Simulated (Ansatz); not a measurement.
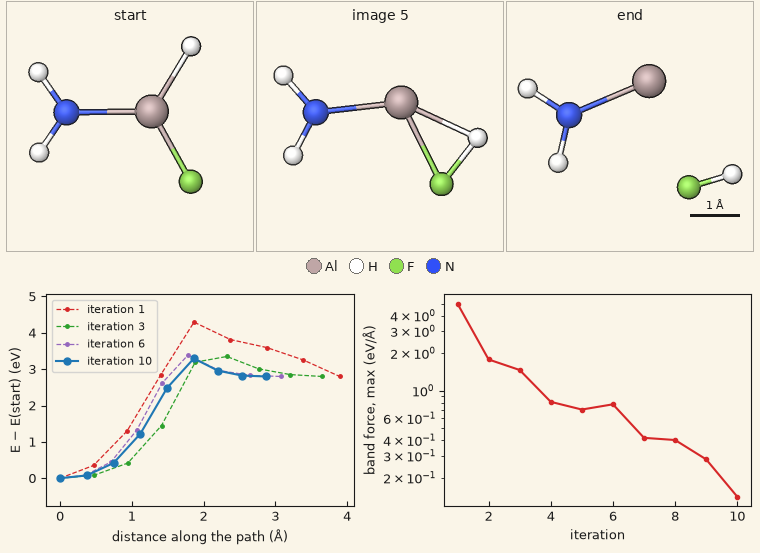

A nudged-elastic-band calculation for AlNH$_{3}$F. Images are numbered from 0 (start) to 8 (end). The plot follows the band through its iterations. Style: ball-and-stick. Shown face on.

These are results of RKS PBE0-D4/6-31G* in Ansatz, not measurements. Settings: 7 movable images; climbing image; force threshold 0.05 eV/Å; iteration limit 10; starting path through a guess of the saddle point.

**Did the band converge, and can the barrier be trusted?**

The result isn't final. The band hadn't converged when the run stopped after 10 iterations. The largest component of the band force went from 5 to 0.14 eV/Å. The barrier read from it is provisional, though the highest image hardly moved in the last two iterations. The iteration limit was low. The first iteration put the highest image at 4.29 eV. The energy climbs by 3.29 eV to image 5 and then falls by 0.50 eV, so the end point sits at +2.80 eV.

Cost: 100 s on 1 thread of Arm Neoverse V1, with other jobs on the host, peak memory 0.1 GiB.
